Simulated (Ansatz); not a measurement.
**GeNH3Cl (SMILES [NH2][GeH][Cl]) at UBCCD(T)/cc-pVDZ**

Aim: the energy change on altering one bond length of GeNH3Cl at UBCCD(T)/cc-pVDZ, from 2 runs. 

Program for the calculation: Ansatz 0.2.0.

72 further runs of the same task are left out: 72 set aside as unsound or not needed.

## Step 1: The molecule

The species is GeNH3Cl (6 atoms), meant as a doublet with charge 0. As SMILES, `[NH2][GeH][Cl]`. The coordinates come from a PBE0-D4/def2-TZVP relaxation. This is one conformer, not always the lowest.

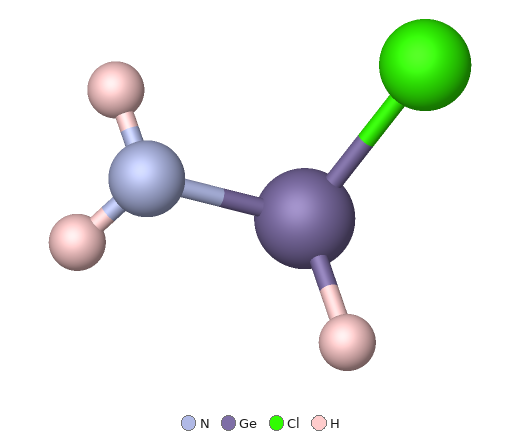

The structure, seen from a chosen angle (nitrogen light blue, germanium purple, chlorine green, hydrogen pink).

## Step 2: A single-point energy at UBCCD(T)/cc-pVDZ

Contents of in.yaml:

```yaml
basis:
  gaussian:
    orbitals: cc-pVDZ
crystal:
  periodic: [false, false, false]
  atoms:
    - {symbol: "N", position_ang: [-0.446300, 0.317900, -0.788300]}
    - {symbol: Ge, position_ang: [0.075400, -0.151000, 0.908100]}
    - {symbol: Cl, position_ang: [1.243000, -1.956900, 0.623300]}
    - {symbol: H, position_ang: [-0.984500, 1.171200, -0.861400]}
    - {symbol: H, position_ang: [-0.888700, -0.414300, -1.327200]}
    - {symbol: H, position_ang: [1.043200, 0.969100, 1.399300]}
magnetization:
  spin_polarized: true
  initial_magnetization: 1
correlation:
  method: bccd_t
  frozen_orbitals: {Cl: 5, Ge: 9, H: 0, "N": 1}
accuracy: high
scf:
  omitted_lower_state_checks: [cluster_reference, increment]
```

The run is started by

```console
$ ansatz run in.yaml --threads 1 --pin off --max-ram 3480MiB --events-out events.jsonl --progress --plain --runs-dir runs
```

Log:

```text
Warning: RAYON_NUM_THREADS=1 ignored (pool sized by the plan → 1); use --threads N
Functional definition: HF
  name "HF"
  exchange = exact_x
  correlation = 0
these checks for a lower state are left out or cut short: cluster_reference, increment
1672 factors; integrals over basis functions are off by at most 4.7e-9 eV
mean field evaluation 1: about -70504.0118 eV, gradient 2.1e1 eV
mean field evaluation 2: about -70504.0224 eV, gradient 2.1e1 eV
mean field evaluation 4: about -70506.3489 eV, gradient 2.2e0 eV
mean field evaluation 8: about -70506.4159 eV, gradient 2.9e-3 eV
mean field -70506.41586037 eV, -2591.0629919034 hartree, gradient 2.7e-8 eV, S^2 0.760743; 0 other end points of the search recorded, 0 dependent functions left out
15 core orbitals not correlated: weight in the atoms' cores, before any rotation towards them, 1.000 or more for the frozen orbitals, at most 0.000 for the correlated occupied ones
reference -70506.41586037 eV, -2591.0629919034 hartree; 15, 14 occupied and 44, 45 virtual orbitals, 1672 factors
second order -10.99256570 eV of doubles, -0.00000000 eV of singles
cycle   1  -11.56814429 eV  change   -5.8e-1 eV  update   7.9e-2
cycle   2  -11.84928212 eV  change   -2.8e-1 eV  update   2.5e-2
cycle   3  -11.90845420 eV  change   -5.9e-2 eV  update   1.6e-2
cycle   4  -11.90024618 eV  change    8.2e-3 eV  update   6.4e-3
cycle   5  -11.89705432 eV  change    3.2e-3 eV  update   3.9e-3
cycle   6  -11.89643433 eV  change    6.2e-4 eV  update   1.6e-3
cycle   7  -11.89654477 eV  change   -1.1e-4 eV  update   7.1e-4
cycle   8  -11.89673171 eV  change   -1.9e-4 eV  update   3.0e-4
cycle   9  -11.89673262 eV  change   -9.1e-7 eV  update   1.4e-4
cycle  10  -11.89670401 eV  change    2.9e-5 eV  update   5.4e-5
cycle  11  -11.89672247 eV  change   -1.8e-5 eV  update   2.3e-5
cycle  12  -11.89671884 eV  change    3.6e-6 eV  update   9.4e-6
cycle  13  -11.89672403 eV  change   -5.2e-6 eV  update   4.0e-6
cycle  14  -11.89672286 eV  change    1.2e-6 eV  update   1.7e-6
cycle  15  -11.89672186 eV  change    1.0e-6 eV  update   6.8e-7
cycle  16  -11.89672195 eV  change   -8.8e-8 eV  update   2.9e-7
cycle  17  -11.89672193 eV  change    1.5e-8 eV  update   1.3e-7
cycle  18  -11.89672201 eV  change   -8.2e-8 eV  update   5.9e-8
cycle  19  -11.89672201 eV  change  -4.1e-10 eV  update   3.1e-8
cycle  20  -11.89672203 eV  change   -1.8e-8 eV  update   8.4e-8
cycle  21  -11.89672203 eV  change   -1.8e-9 eV  update   2.1e-8
cycle  22  -11.89672204 eV  change   -3.6e-9 eV  update   6.3e-9
cycle  23  -11.89672204 eV  change  -8.0e-10 eV  update   2.7e-9
perturbative correction -0.33653101 eV, -0.0123672864 hartree
Total energy: -70518.64911341 eV, -2591.5125556608 hartree
Checks for a lower state left out: cluster_reference, increment
```

Run time: 45 s. Hardware: 1 thread of Arm Neoverse V1, shared host; peak memory 0.7 GiB.

## Step 3: The distorted shape, same level

Contents of molecule.yaml:

```yaml
crystal:
  periodic: [false, false, false]
  atoms:
    - {symbol: N, position_ang: [-0.313572, 0.537573, -0.626620]}
    - {symbol: Ge, position_ang: [0.208128, 0.068673, 1.069780]}
    - {symbol: Cl, position_ang: [1.375728, -1.737227, 0.784980]}
    - {symbol: H, position_ang: [-0.851772, 1.390873, -0.699720]}
    - {symbol: H, position_ang: [-0.888700, -0.414300, -1.327200]}
    - {symbol: H, position_ang: [1.175928, 1.188773, 1.560980]}
basis:
  gaussian:
    orbitals: cc-pVDZ
magnetization:
  spin_polarized: true
  initial_magnetization: 1
correlation:
  method: bccd_t
  frozen_orbitals: {Cl: 5, Ge: 9, H: 0, "N": 1}
accuracy: high
scf:
  omitted_lower_state_checks: [cluster_reference, increment]
```

The run is started by

```console
$ ansatz run molecule.yaml --threads 1 --pin off --max-ram 3480MiB --events-out events.jsonl --progress --plain --runs-dir runs
```

Log:

```text
Warning: RAYON_NUM_THREADS=1 ignored (pool sized by the plan → 1); use --threads N
[... 4 set-up lines as earlier in the session ...]
these checks for a lower state are left out or cut short: cluster_reference, increment
1677 factors; integrals over basis functions are off by at most 4.4e-9 eV
mean field evaluation 1: about -70502.7553 eV, gradient 2.0e1 eV
mean field evaluation 2: about -70502.7913 eV, gradient 2.0e1 eV
mean field evaluation 4: about -70505.0048 eV, gradient 2.3e0 eV
mean field evaluation 8: about -70505.0828 eV, gradient 1.5e-1 eV
mean field evaluation 16: about -70505.0837 eV, gradient 2.7e-8 eV
mean field -70505.08366102 eV, -2591.0140344804 hartree, gradient 2.7e-8 eV, S^2 0.763298; 1 other end points of the search recorded, 0 dependent functions left out
15 core orbitals not correlated: weight in the atoms' cores, before any rotation towards them, 1.000 or more for the frozen orbitals, at most 0.000 for the correlated occupied ones
reference -70505.08366102 eV, -2591.0140344804 hartree; 15, 14 occupied and 44, 45 virtual orbitals, 1677 factors
second order -11.20845296 eV of doubles, -0.00000000 eV of singles
cycle   1  -11.74720347 eV  change   -5.4e-1 eV  update   8.5e-2
cycle   2  -12.06675032 eV  change   -3.2e-1 eV  update   2.9e-2
cycle   3  -12.13969377 eV  change   -7.3e-2 eV  update   1.7e-2
cycle   4  -12.13162927 eV  change    8.1e-3 eV  update   6.9e-3
cycle   5  -12.12926994 eV  change    2.4e-3 eV  update   4.3e-3
cycle   6  -12.12815535 eV  change    1.1e-3 eV  update   1.8e-3
cycle   7  -12.12807600 eV  change    7.9e-5 eV  update   8.3e-4
cycle   8  -12.12815969 eV  change   -8.4e-5 eV  update   3.4e-4
cycle   9  -12.12817941 eV  change   -2.0e-5 eV  update   1.7e-4
cycle  10  -12.12813926 eV  change    4.0e-5 eV  update   7.1e-5
cycle  11  -12.12817834 eV  change   -3.9e-5 eV  update   3.4e-5
cycle  12  -12.12817332 eV  change    5.0e-6 eV  update   1.4e-5
cycle  13  -12.12818153 eV  change   -8.2e-6 eV  update   6.6e-6
cycle  14  -12.12817980 eV  change    1.7e-6 eV  update   3.1e-6
cycle  15  -12.12817762 eV  change    2.2e-6 eV  update   1.4e-6
cycle  16  -12.12817779 eV  change   -1.7e-7 eV  update   6.5e-7
cycle  17  -12.12817771 eV  change    8.1e-8 eV  update   3.5e-7
cycle  18  -12.12817770 eV  change    1.8e-8 eV  update   1.5e-7
cycle  19  -12.12817778 eV  change   -8.0e-8 eV  update   7.6e-8
cycle  20  -12.12817777 eV  change    5.3e-9 eV  update   4.2e-8
cycle  21  -12.12817778 eV  change   -1.2e-8 eV  update   2.7e-8
cycle  22  -12.12817767 eV  change    1.1e-7 eV  update   8.6e-8
cycle  23  -12.12817767 eV  change   -3.5e-9 eV  update   2.2e-8
cycle  24  -12.12817767 eV  change    4.1e-9 eV  update   6.9e-9
cycle  25  -12.12817767 eV  change  -1.0e-10 eV  update   3.1e-9
perturbative correction -0.37007699 eV, -0.0136000785 hartree
Total energy: -70517.58191568 eV, -2591.4733368675 hartree
Checks for a lower state left out: cluster_reference, increment
```

Wall time 49 s (1 thread of Arm Neoverse V1, shared host); peak memory 0.7 GiB.

## Step 4: Summary of results

At UBCCD(T)/cc-pVDZ, 15 core orbitals frozen:

| quantity | value |
| --- | --- |
| first shape: total energy | -2591.51256 Eh |
| first shape: correlation energy (15 core orbitals frozen) | -449.6 mEh |
| first shape: (T) correction | -12.37 mEh |
| first shape: ⟨S²⟩ of the reference determinant | 0.761 |
| distorted shape: total energy | -2591.47334 Eh |
| distorted shape: correlation energy (15 core orbitals frozen) | -459.3 mEh |
| distorted shape: (T) correction | -13.60 mEh |
| distorted shape: ⟨S²⟩ of the reference determinant | 0.763 |
| energy change with the N1–H5 bond stretched from 1.011 to 1.314 Å | 1.067 eV |

In words: With the N1–H5 bond stretched from 1.011 to 1.314 Å the energy rises by 1.07 eV (103 kJ/mol). The first shape isn't relaxed at this level, so the change isn't measured from a minimum. The triples (first shape) make up 2.8 % of the correlation energy. The triples (distorted shape) make up 3.0 % of the correlation energy.
